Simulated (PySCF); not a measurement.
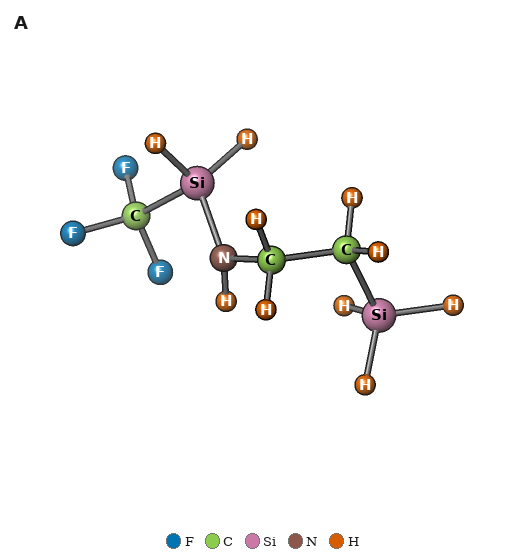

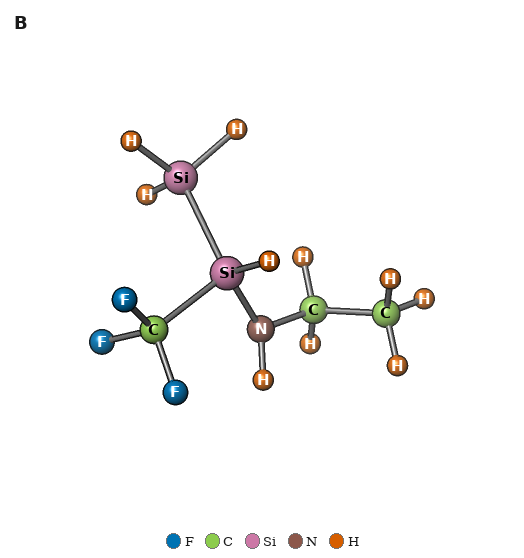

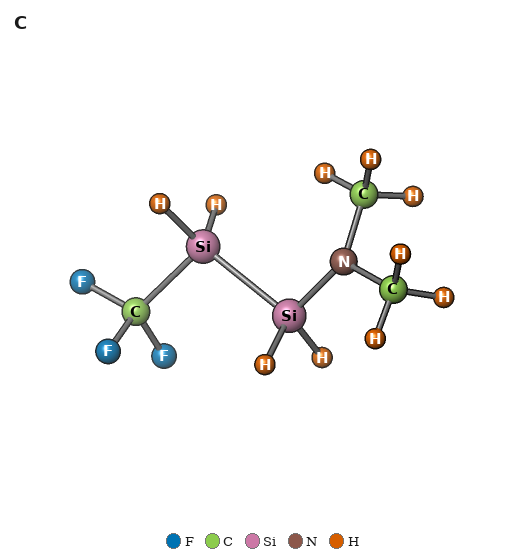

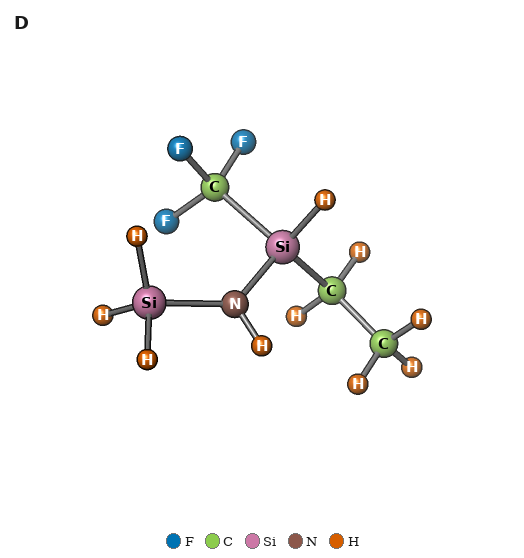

4 stationary structures of one formula. Geometries: GFN2-xTB. Electronic energies: PBE0/pcSseg-1 (PySCF 2.14.0), without zero-point energy. No frequency run is at hand to confirm each as a minimum. Each is one conformer, not always the lowest.

> Are they conformers, stereoisomers or constitutional isomers?

They are constitutional isomers of C3H10F3NSi2: A `FC(F)(F)[SiH2]NCC[SiH3]`, B `CCN[Si@@H]([SiH3])C(F)(F)F`, C `CN(C)[SiH2][SiH2]C(F)(F)F`, D `CC[Si@H](N[SiH3])C(F)(F)F`.

> Rank them by energy, lowest first.

D is lowest; B lies 23.1 kcal/mol above it, A lies 28.0 kcal/mol above it, C lies 33.6 kcal/mol above it.

The geometry is semi-empirical. Around Si such bond lengths and angles can be off by a tenth of an ångström or more and by several degrees, and values that hang on the shape move with them.
